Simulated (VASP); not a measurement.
Band structure of Nb (bcc). These are optB86b-vdW, VASP's PBE PAW potentials (set 64) (plane waves; VASP) values and carry that method's errors.

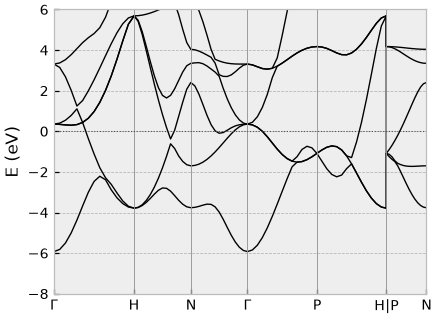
Fig. 1. Bands along high-symmetry lines, zero at the valence-band maximum or, without a gap, the Fermi level

### Question
Read the plot: is there a gap, and where are the band edges?

### Answer
It has no gap at this level: it comes out as a metal or semimetal. (Edges off the drawn lines would not show.)

The compound is Nb in the bcc structure. It was relaxed first.
